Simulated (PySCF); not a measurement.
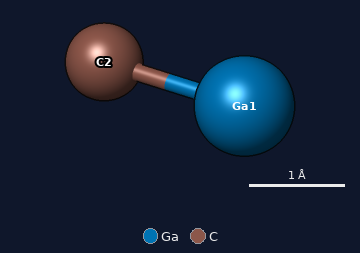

Figure 1. The input geometry of run 1 (ball-and-stick view, seen at a tilt; atoms are numbered from 1 in the order of the input). Sticks mark near contacts.

# CGa: a failed or faulty run and its cure

System: CGa, multiplicity 4.
Method of run 1: UHF/6-31g (PySCF 2.14.0).

Some settings of this run were made unusual or wrong on purpose. Text and figures count atoms from 1; the logs count them from 0 in places.

### The input, run 1
```python
from pyscf import gto, scf

mol = gto.M(
    atom='Ga 0 0 0; C 0 0 1.724',
    basis='6-31g',
    charge=0,
    spin=3,
    verbose=3,
)
mf = scf.UHF(mol)
mf.conv_tol = 0.001
mf.kernel()
mf.dip_moment()
print('orbital energies (hartree):', [e[max(0, n-3):n+3].round(4) for e, n in zip(mf.mo_energy, mol.nelec)])
```

Launched with:
```bash
OMP_NUM_THREADS=1 python input.py
```

Hardware: 1 CPU thread, shared host.

### Output (run 1)
```
WARN: HOMO -0.0905174895836933 >= LUMO -0.144580444631047

converged SCF energy = -1960.62106395577  <S^2> = 3.7570631  2S+1 = 4.00353
Dipole moment(X, Y, Z, Debye): -0.00000, -0.00000,  0.23994
orbital energies (hartree): [array([-0.4324, -0.4324, -0.3077,  0.0572,  0.0572,  0.1212]), array([-1.1623, -0.661 , -0.3137,  0.013 ,  0.013 ,  0.088 ])]
```

> Diagnose this run and give a change of the input that cures it.

Some settings of this run were drawn to be unusual or wrong. It converged; results that depend on the unusual settings are not reference values.

A run of the same system that converges differs from this input as follows (lines with − go, lines with + come):
```diff
-mf.conv_tol = 0.001
```

### Output (run 2)
```
WARN: HOMO -0.0905174895836933 >= LUMO -0.144580444631047

converged SCF energy = -1960.62111029724  <S^2> = 3.7570971  2S+1 = 4.003547
Dipole moment(X, Y, Z, Debye): -0.00000, -0.00000,  0.33015
orbital energies (hartree): [array([-0.4339, -0.4339, -0.3059,  0.0572,  0.0572,  0.1212]), array([-1.162 , -0.6605, -0.3137,  0.0132,  0.0132,  0.0894])]
```

### The two runs side by side

```tsv
quantity	run 1	run 2
outcome	converged	converged
SCF energy (hartree)	−1960.621064	−1960.621110
dipole moment (D)	0.24	0.33
⟨S²⟩	3.757	3.757
wall time (shared host)	0.78 s	0.8 s
```

Run 2 ends 0.03 kcal/mol lower: the change has altered the solution reached or how tightly it is converged. The dipole moment goes from 0.24 to 0.33 D.
